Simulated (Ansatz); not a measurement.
## WH2F4: geometry relaxation

- system: WH2F4
- method: RKS PBE/def2-SVP (Ansatz 0.2.0)

It belongs to a series of runs on one base structure; here: end point A relaxed. Figures and captions count atoms from 1; the log counts them from 0 in places.

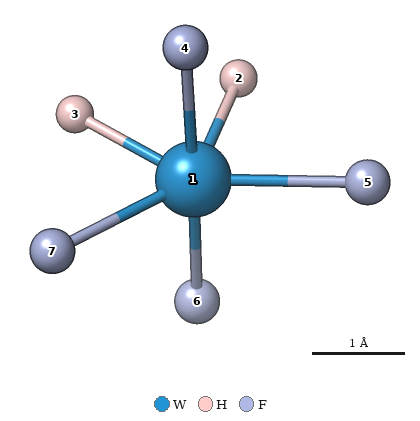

**Figure 1.** The input geometry (ball-and-stick view, seen at a tilt; atoms are numbered from 1 in the order of the input). Sticks mark near contacts.

### Input file
```yaml
crystal:
  periodic: [false, false, false]
  atoms:
    - { symbol: W, position_ang: [-0.066031, 0.0, -0.066031] }
    - { symbol: H, position_ang: [0.293299, 0.0, 1.608372] }
    - { symbol: H, position_ang: [1.608372, 0.0, 0.293299] }
    - { symbol: F, position_ang: [-0.007714, 1.847988, -0.007714] }
    - { symbol: F, position_ang: [-1.791606, 0.0, 0.741094] }
    - { symbol: F, position_ang: [-0.007714, -1.847988, -0.007714] }
    - { symbol: F, position_ang: [0.741094, 0.0, -1.791606] }
basis:
  gaussian: { orbitals: def2-SVP }
hamiltonian:
  xc: pbe
relax:
  f_tol: 0.03
  max_steps: 50
```

Launch command:
```bash
ansatz run input.yaml --threads 2 --pin off --max-ram 3072MiB --backend cpu --events-out ev --progress --plain --runs-dir out
```

### Output
```
The last accepted step is kept in [file] (removed where the run ends without a failure and the disk answers)
Engine: ansatz 0.2.0, aarch64-unknown-linux-gnu
Functional definition: PBE
  parameter kappa = 0.804
  parameter beta = 0.06672455060314922
  exchange = pbe_x(kappa = kappa, mu = beta*pi^2/3)
  correlation = pbe_c(beta = beta)
1015 factors; their error is unknown
mean field evaluation 1: about -12704.1538 eV, gradient 6.8e1 eV
mean field evaluation 2: about -12558.1427 eV, gradient 2.8e2 eV
mean field evaluation 4: about -12711.4360 eV, gradient 2.3e1 eV
mean field evaluation 8: about -12712.3696 eV, gradient 1.6e-1 eV
mean field evaluation 16: about -12712.3065 eV, gradient 2.2e-3 eV
mean field -12712.30647117 eV, -467.1686461048 hartree, gradient 2.6e-5 eV, S^2 0.000000; 0 other end points of the search recorded, 0 dependent functions left out
the calculation of the forces begins
reference -12712.30654107 eV, -467.1686486736 hartree; 26, 26 occupied and 72, 72 virtual orbitals, 1015 factors
relax step   1: F+E_penalty+E_count = -12712.30647117 eV  Δ(F+E_penalty+E_count) = +0.000e0 eV  max|allowed force component| = 3.792e-1 eV/Å  Δτ_max = 0.0000 Å  (32 SCF iters, accepted)
these checks for a lower state are left out or cut short: starts, cluster_reference, orbital_swaps, neighbouring_geometries, increment
1015 factors; their error is unknown
mean field -12712.30390530 eV, -467.1685518106 hartree, gradient 1.4e-5 eV, S^2 0.000000; 0 other end points of the search recorded, 0 dependent functions left out
the calculation of the forces begins
reference -12712.30397517 eV, -467.1685543783 hartree; 26, 26 occupied and 72, 72 virtual orbitals, 1015 factors
relax step   2: F+E_penalty+E_count = -12712.30390530 eV  Δ(F+E_penalty+E_count) = +2.566e-3 eV  max|allowed force component| = 2.228e-1 eV/Å  Δτ_max = 0.0808 Å  (34 SCF iters, rejected (line search))
these checks for a lower state are left out or cut short: starts, cluster_reference, orbital_swaps, neighbouring_geometries, increment
1015 factors; their error is unknown
mean field evaluation 32: about -12712.3201 eV, gradient 2.5e-1 eV
mean field -12712.32056370 eV, -467.1691639955 hartree, gradient 1.3e-5 eV, S^2 0.000000; 0 other end points of the search recorded, 0 dependent functions left out
the calculation of the forces begins
reference -12712.32063361 eV, -467.1691665646 hartree; 26, 26 occupied and 72, 72 virtual orbitals, 1015 factors
relax step   3: F+E_penalty+E_count = -12712.32056370 eV  Δ(F+E_penalty+E_count) = -1.409e-2 eV  max|allowed force component| = 4.718e-2 eV/Å  Δτ_max = 0.0336 Å  (33 SCF iters, accepted)
these checks for a lower state are left out or cut short: starts, cluster_reference, orbital_swaps, neighbouring_geometries, increment
1015 factors; their error is unknown
mean field -12712.32467343 eV, -467.1693150255 hartree, gradient 8.4e-6 eV, S^2 0.000000; 0 other end points of the search recorded, 0 dependent functions left out
the calculation of the forces begins
reference -12712.32474305 eV, -467.1693175840 hartree; 26, 26 occupied and 72, 72 virtual orbitals, 1015 factors
relax step   4: F+E_penalty+E_count = -12712.32467343 eV  Δ(F+E_penalty+E_count) = -4.110e-3 eV  max|allowed force component| = 1.584e-1 eV/Å  Δτ_max = 0.0702 Å  (38 SCF iters, accepted)
these checks for a lower state are left out or cut short: starts, cluster_reference, orbital_swaps, neighbouring_geometries, increment
1015 factors; their error is unknown
mean field -12712.33213703 eV, -467.1695893077 hartree, gradient 7.4e-6 eV, S^2 0.000000; 0 other end points of the search recorded, 0 dependent functions left out
the calculation of the forces begins
reference -12712.33220672 eV, -467.1695918686 hartree; 26, 26 occupied and 72, 72 virtual orbitals, 1015 factors
relax step   5: F+E_penalty+E_count = -12712.33213703 eV  Δ(F+E_penalty+E_count) = -7.464e-3 eV  max|allowed force component| = 1.125e-1 eV/Å  Δτ_max = 0.0348 Å  (33 SCF iters, accepted)
these checks for a lower state are left out or cut short: starts, cluster_reference, orbital_swaps, neighbouring_geometries, increment
1015 factors; their error is unknown
mean field -12712.33598154 eV, -467.1697305909 hartree, gradient 2.6e-5 eV, S^2 0.000000; 0 other end points of the search recorded, 0 dependent functions left out
the calculation of the forces begins
reference -12712.33605124 eV, -467.1697331523 hartree; 26, 26 occupied and 72, 72 virtual orbitals, 1015 factors
relax step   6: F+E_penalty+E_count = -12712.33598154 eV  Δ(F+E_penalty+E_count) = -3.845e-3 eV  max|allowed force component| = 2.250e-1 eV/Å  Δτ_max = 0.0638 Å  (38 SCF iters, accepted)
these checks for a lower state are left out or cut short: starts, cluster_reference, orbital_swaps, neighbouring_geometries, increment
1015 factors; their error is unknown
mean field evaluation 64: about -12712.3061 eV, gradient 1.9e1 eV
mean field -12712.33813559 eV, -467.1698097506 hartree, gradient 2.5e-5 eV, S^2 0.000000; 0 other end points of the search recorded, 0 dependent functions left out
the calculation of the forces begins
reference -12712.33820504 eV, -467.1698123029 hartree; 26, 26 occupied and 72, 72 virtual orbitals, 1015 factors
relax step   7: F+E_penalty+E_count = -12712.33813559 eV  Δ(F+E_penalty+E_count) = -2.154e-3 eV  max|allowed force component| = 2.048e-1 eV/Å  Δτ_max = 0.0701 Å  (39 SCF iters, accepted)
these checks for a lower state are left out or cut short: starts, cluster_reference, orbital_swaps, neighbouring_geometries, increment
1015 factors; their error is unknown
mean field -12712.33965348 eV, -467.1698655323 hartree, gradient 2.3e-5 eV, S^2 0.000000; 0 other end points of the search recorded, 0 dependent functions left out
the calculation of the forces begins
reference -12712.33972296 eV, -467.1698680853 hartree; 26, 26 occupied and 72, 72 virtual orbitals, 1015 factors
relax step   8: F+E_penalty+E_count = -12712.33965348 eV  Δ(F+E_penalty+E_count) = -1.518e-3 eV  max|allowed force component| = 1.196e-2 eV/Å  Δτ_max = 0.0133 Å  (32 SCF iters, accepted)
1015 factors; their error is unknown
mean field evaluation 96: about -12712.3397 eV, gradient 6.1e-3 eV
```

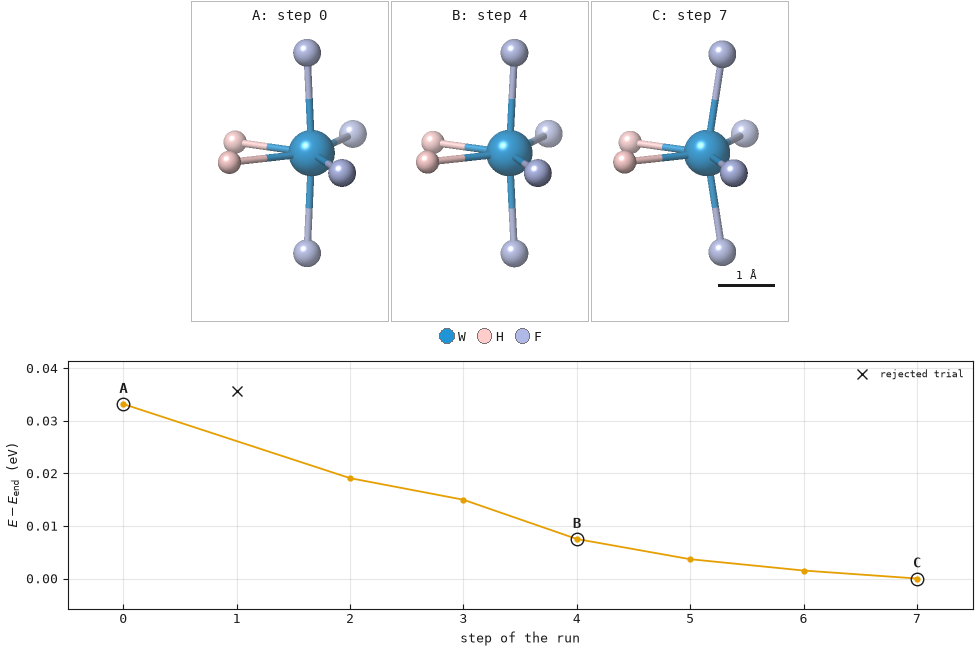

**Figure 2.** Frames of the relaxation (ball-and-stick view, seen at an oblique angle) above the curves, on which the letters mark them (the first geometry is step 0 here and step 1 in the log).

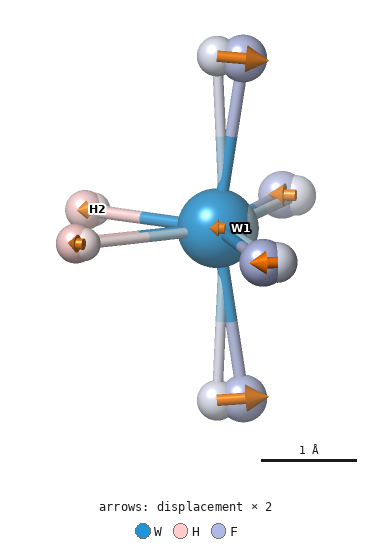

**Figure 3.** Start (faint) and end (solid) with the displacements as orange arrows, magnified 2 times (ball-and-stick view, seen at an oblique angle). The two geometries are laid on each other by the best rigid fit. The largest moves after the best rigid fit, 0.28 Å, are those of F4 and F6. Largest moves by element: F 0.28 Å, H 0.09 Å, W 0.08 Å. Among the contacts that change: W1–H2 1.713 → 1.697 Å. Among the angles that change: F4–W1–F6 174.9° → 162.7°, H2–W1–F4 87.9° → 97.3°, F5–W1–F7 140.1° → 144.2°. After 7 geometry steps the energy has fallen by 0.033 eV. The largest force component goes from 0.38 to 0.012 eV/Å. The line search rejected the trial step at point 1 (counted from 0) and went back. (Atoms are counted from 1 in the order of the input.)

```
mean field -12712.33965348 eV, -467.1698655323 hartree, gradient 2.5e-5 eV, S^2 0.000000; 1 other end points of the search recorded, 0 dependent functions left out
the calculation of the forces begins
reference -12712.33972296 eV, -467.1698680853 hartree; 26, 26 occupied and 72, 72 virtual orbitals, 1015 factors
Total energy: -12712.33972296 eV, -467.1698680853 hartree
Atom 0 at    -0.006687     0.000000    -0.006687 Å, force    -0.002008    -0.000000    -0.002008 eV/Å
Atom 1 at     0.376505    -0.000000     1.646956 Å, force    -0.006796    -0.000000    -0.005685 eV/Å
Atom 2 at     1.646956    -0.000000     0.376505 Å, force    -0.005685    -0.000000    -0.006796 eV/Å
Atom 3 at    -0.202560     1.825113    -0.202560 Å, force     0.003026    -0.011962     0.003026 eV/Å
Atom 4 at    -1.704975     0.000000     0.863021 Å, force     0.006859    -0.000000     0.001580 eV/Å
Atom 5 at    -0.202560    -1.825113    -0.202560 Å, force     0.003026     0.011962     0.003026 eV/Å
Atom 6 at     0.863021     0.000000    -1.704975 Å, force     0.001580    -0.000000     0.006859 eV/Å
Dipole moment:     0.056918    -0.000000     0.056918 e Å
```

### Trajectory as extended XYZ (Å, eV, eV/Å), 8 frames, from step=1 to step=8
```
7
Properties=species:S:1:pos:R:3:forces:R:3 step=1 energy=-12712.30647
W    -0.0660    0.0000   -0.0660    0.3792   0.0000   0.3792
H     0.2933    0.0000    1.6084    0.0464   0.0000  -0.2720
H     1.6084    0.0000    0.2933   -0.2720   0.0000   0.0464
F    -0.0077    1.8480   -0.0077   -0.0740  -0.0099  -0.0740
F    -1.7916    0.0000    0.7411    0.0656   0.0000  -0.0712
F    -0.0077   -1.8480   -0.0077   -0.0740   0.0099  -0.0740
F     0.7411    0.0000   -1.7916   -0.0712   0.0000   0.0656
7
Properties=species:S:1:pos:R:3:forces:R:3 step=2 energy=-12712.30391 accepted=F
W    -0.0591    0.0000   -0.0591    0.0461   0.0000   0.0461
H     0.3650    0.0000    1.5711   -0.2228   0.0000   0.2156
H     1.5711    0.0000    0.3650    0.2156   0.0000  -0.2228
F    -0.0267    1.8493   -0.0267   -0.0425   0.0017  -0.0425
F    -1.7879    0.0000    0.7339   -0.0445   0.0000   0.0905
F    -0.0267   -1.8493   -0.0267   -0.0425  -0.0017  -0.0425
F     0.7339    0.0000   -1.7879    0.0905   0.0000  -0.0445
7
Properties=species:S:1:pos:R:3:forces:R:3 step=3 energy=-12712.32056
W    -0.0558    0.0000   -0.0558    0.0297   0.0000   0.0297
H     0.3238    0.0000    1.5943   -0.0055   0.0000   0.0387
H     1.5943    0.0000    0.3238    0.0387   0.0000  -0.0055
F    -0.0276    1.8498   -0.0276   -0.0472  -0.0195  -0.0472
F    -1.7824    0.0000    0.7450    0.0131   0.0000   0.0183
F    -0.0276   -1.8498   -0.0276   -0.0472   0.0195  -0.0472
F     0.7450    0.0000   -1.7824    0.0183   0.0000   0.0131
7
Properties=species:S:1:pos:R:3:forces:R:3 step=4 energy=-12712.32467
W    -0.0510    0.0000   -0.0510    0.1584   0.0000   0.1584
H     0.3307    0.0000    1.5934    0.0112   0.0000   0.0820
H     1.5934    0.0000    0.3307    0.0820   0.0000   0.0112
F    -0.0772    1.8503   -0.0772   -0.0401  -0.0404  -0.0401
F    -1.7513    0.0000    0.8024   -0.1283   0.0000  -0.0432
F    -0.0772   -1.8503   -0.0772   -0.0401   0.0404  -0.0401
F     0.8024    0.0000   -1.7513   -0.0432   0.0000  -0.1283
7
Properties=species:S:1:pos:R:3:forces:R:3 step=5 energy=-12712.33214
W    -0.0362    0.0000   -0.0362   -0.0284   0.0000  -0.0284
H     0.3408    0.0000    1.6115    0.0282   0.0000   0.0809
H     1.6115    0.0000    0.3408    0.0809   0.0000   0.0282
F    -0.1019    1.8496   -0.1019   -0.0199  -0.1125  -0.0199
F    -1.7457    0.0000    0.8030   -0.0297   0.0000  -0.0112
F    -0.1019   -1.8496   -0.1019   -0.0199   0.1125  -0.0199
F     0.8030    0.0000   -1.7457   -0.0112   0.0000  -0.0297
7
Properties=species:S:1:pos:R:3:forces:R:3 step=6 energy=-12712.33598
W    -0.0195    0.0000   -0.0195   -0.0912   0.0000  -0.0912
H     0.3577    0.0000    1.6339    0.0150   0.0000   0.0200
H     1.6339    0.0000    0.3577    0.0200   0.0000   0.0150
F    -0.1469    1.8452   -0.1469    0.0082  -0.2250   0.0082
F    -1.7301    0.0000    0.8214    0.0300   0.0000   0.0099
F    -0.1469   -1.8452   -0.1469    0.0082   0.2250   0.0082
F     0.8214    0.0000   -1.7301    0.0099   0.0000   0.0300
7
Properties=species:S:1:pos:R:3:forces:R:3 step=7 energy=-12712.33814
W    -0.0087    0.0000   -0.0087    0.0884   0.0000   0.0884
H     0.3716    0.0000    1.6491   -0.0046   0.0000  -0.0540
H     1.6491    0.0000    0.3716   -0.0540   0.0000  -0.0046
F    -0.1935    1.8214   -0.1935   -0.0247   0.2048  -0.0247
F    -1.7105    0.0000    0.8552    0.0239   0.0000  -0.0043
F    -0.1935   -1.8214   -0.1935   -0.0247  -0.2048  -0.0247
F     0.8552    0.0000   -1.7105   -0.0043   0.0000   0.0239
7
Properties=species:S:1:pos:R:3:forces:R:3 step=8 energy=-12712.33965
W    -0.0067    0.0000   -0.0067   -0.0020   0.0000  -0.0020
H     0.3765    0.0000    1.6470   -0.0068   0.0000  -0.0057
H     1.6470    0.0000    0.3765   -0.0057   0.0000  -0.0068
F    -0.2026    1.8251   -0.2026    0.0030  -0.0120   0.0030
F    -1.7050    0.0000    0.8630    0.0069   0.0000   0.0016
F    -0.2026   -1.8251   -0.2026    0.0030   0.0120   0.0030
F     0.8630    0.0000   -1.7050    0.0016   0.0000   0.0069
```

### Key numbers

```tsv
quantity	value
outcome	converged
total energy	−12712.3397 eV
mean-field energy	−12712.3397 eV
largest force (length of the vector) at the end	0.013 eV/Å
hardware	2 threads of Arm Neoverse V2, 24 GiB of memory available, shared host
wall time	15 s (CPU time 29 s)
peak memory	0.13 GiB
```
